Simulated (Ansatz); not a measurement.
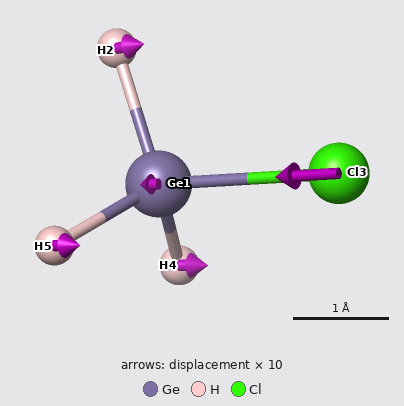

A relaxation of GeH$_{3}$Cl. The starting structure is drawn; purple arrows show the displacements, magnified 10 times. The two geometries are superimposed by the best rigid fit.

A ball-and-stick model, seen at a tilt.

The run prepares the start of a later molecular dynamics calculation, from a guessed geometry.

These are results of RKS PBE0-D4/def2-SVP (Ansatz), not measurements. Settings: no spin polarisation; force threshold 0.02 eV/Å; at most 40 steps.

Atoms of which element are displaced furthest, and by how much?

Chlorine: up to 0.079 Å, against 0.034 Å for hydrogen.

What happened in the run?

The largest move after the best rigid fit is that of Cl3, 0.079 Å. Largest moves by element: Cl 0.079 Å, H 0.034 Å, Ge 0.023 Å. Some distances before and after: Ge1–Cl3 2.220 → 2.164 Å, Ge1–H2 1.550 → 1.534 Å. Bond angles that change, for instance: H2–Ge1–Cl3 109.5° → 107.4°. The energy falls by 1.10 kcal/mol in 4 geometry steps. The largest force component goes from 0.89 to 0.00085 eV/Å. Cost: 12 s on 1 thread of Intel(R) Xeon(R) Platinum 8259CL CPU @ 2.50GHz (Skylake/Cascade Lake), on a shared host, peak memory 0.14 GiB.
